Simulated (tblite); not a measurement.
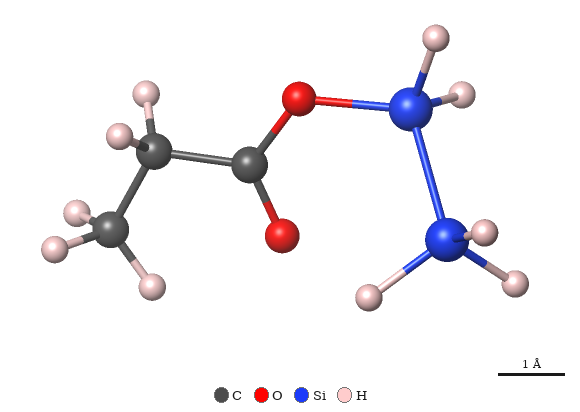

This is the input geometry for a relaxation of C₃H₁₀O₂Si₂. The picture is a ball-and-stick view, seen at a tilt.

Theory: GFN2-xTB geometry optimisation, gas phase (tblite).

```xyz
17

C    -2.7947   -0.8381   -0.0663
C    -2.0164    0.4481    0.0107
C    -0.5774    0.2597   -0.3259
O    -0.1975   -0.8909   -0.6595
O     0.2817    1.3497   -0.2918
Si    1.9592    1.2123   -0.6995
Si    2.9022   -0.5957    0.1951
H    -3.6522   -0.7749   -0.7814
H    -2.2040   -1.7370   -0.2624
H    -3.3069   -0.9855    0.9353
H    -2.4400    1.1741   -0.7214
H    -2.1625    0.8679    1.0159
H     2.6066    2.4577   -0.2088
H     2.1954    1.1668   -2.1677
H     1.8589   -1.4375    0.8471
H     3.9429   -0.2290    1.1854
H     3.5977   -1.4357   -0.8063
```

Q: Where does the relaxation end?

A: The energy falls by 82.7 kJ/mol in 241 geometry steps. H8 moves most after the best rigid fit: 1.39 Å. By element the largest moves are H 1.39 Å, O 0.72 Å, Si 0.32 Å, C 0.25 Å. Some distances before and after: O4–Si7 3.229 → 2.662 Å, Si6–Si7 2.227 → 2.305 Å, C3–O5 1.388 → 1.312 Å, C3–O4 1.257 → 1.208 Å. Among the angles between lasting bonds that change: O5–Si6–H14 112.9° → 98.8°, Si7–Si6–H14 107.7° → 119.9°, Si7–Si6–H13 111.3° → 119.9°. Groups turn about Si6–Si7 by about 65°, C1–C2 by about 60°, O5–Si6 by about 45°.

The structure at the end:

```xyz
17

C    -2.7260   -0.8497    0.0064
C    -1.9353    0.4299   -0.2228
C    -0.4429    0.1949   -0.2011
O     0.0683   -0.8786    0.0117
O     0.2483    1.2858   -0.4352
Si    1.9358    1.3554   -0.4633
Si    2.7273   -0.7631   -0.0162
H    -2.5097   -1.5719   -0.7764
H    -2.4524   -1.2953    0.9591
H    -3.7924   -0.6394    0.0076
H    -2.1847    0.8822   -1.1857
H    -2.1580    1.1725    0.5478
H     2.1289    2.4283    0.5164
H     2.1145    1.9368   -1.7970
H     2.3836   -1.2489    1.3196
H     4.2035   -0.6752   -0.0342
H     2.3840   -1.7514   -1.0380
```

The end point in the same view:

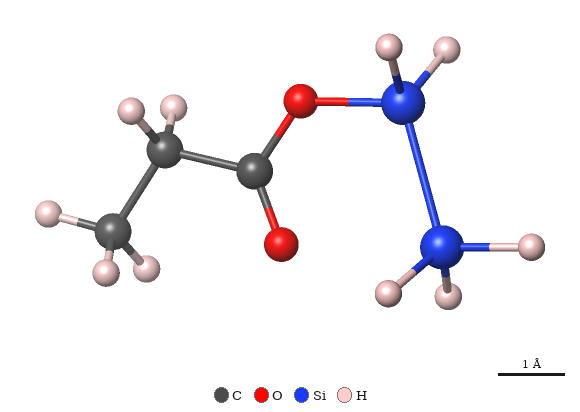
